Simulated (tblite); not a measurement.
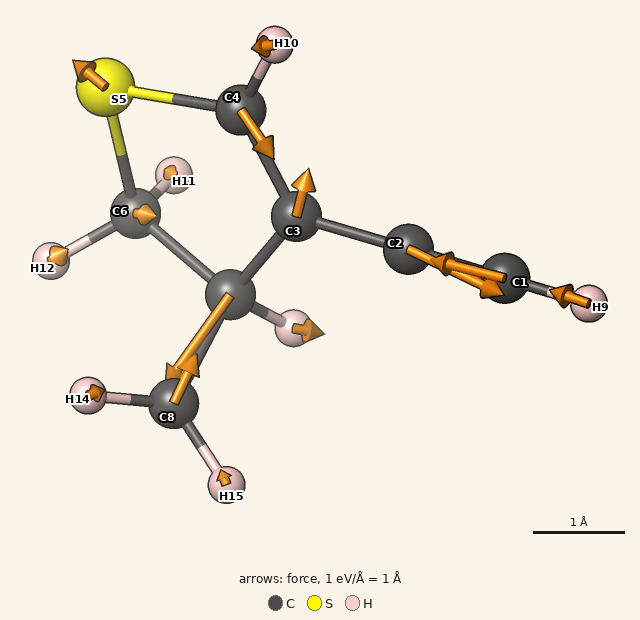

Starting geometry of C7H7S (multiplicity 2) with the computed forces as orange arrows. Style: ball-and-stick. Shown at a tilt.

Theory: GFN2-xTB geometry optimisation, gas phase in tblite 0.8.0. 

Is this structure relaxed? If not, where do the atoms go?

It isn't relaxed: the largest force vector, on a C atom, is 1.30 eV/Å. The final displacements have little in common with the starting forces (cosine between the two patterns 0.15). After 69 geometry steps the energy has fallen by 2.82 kcal/mol. The atom that moves furthest after the best rigid fit is an H atom (0.38 Å). By element the largest moves are H 0.38 Å, C 0.18 Å, S 0.08 Å. Some distances before and after: C–C 1.505 → 1.475 Å, C–C 1.542 → 1.527 Å, C–C 1.216 → 1.202 Å, C–H 1.062 → 1.049 Å. Bond angles that change, for instance: C–C–C 110.8° → 100.0°, C–C–H 107.4° → 112.2°, S–C–H 121.5° → 118.1°.
